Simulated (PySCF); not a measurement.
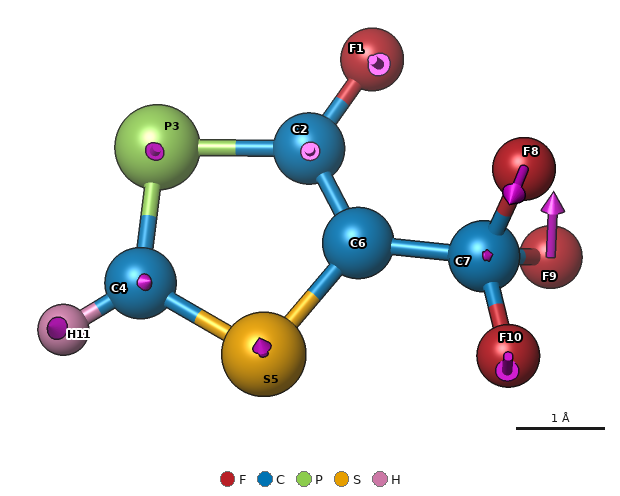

A relaxation of C4HF4PS. The starting structure is drawn; purple arrows show the displacements, 5 times their true length. The two geometries are superimposed by the best rigid fit.

The picture is a ball-and-stick view, seen at a tilt.

The start comes from GFN2-xTB. Its atoms were then displaced at random by about 0.01 Å.

Theory: PBE0-D3(BJ)/def2-SVP geometry optimisation, gas phase (PySCF 2.14.0, density-fitted response routines). 

Q: What did the optimiser do to the structure, and how much energy did it gain?

A: Over 5 geometry steps the energy falls by 3.37 kcal/mol. The atom that moves furthest after the best rigid fit is F9 (0.16 Å). Largest moves by element: F 0.16 Å, H 0.08 Å, P 0.06 Å, C 0.06 Å, S 0.05 Å. Near-neighbour distances that change, for instance: C4–H11 1.040 → 1.093 Å, C4–S5 1.744 → 1.699 Å, C7–F9 1.365 → 1.330 Å, C2–P3 1.762 → 1.784 Å. Among the angles between lasting bonds that change: P3–C4–H11 127.0° → 124.2°, C6–C7–F10 112.7° → 110.4°.
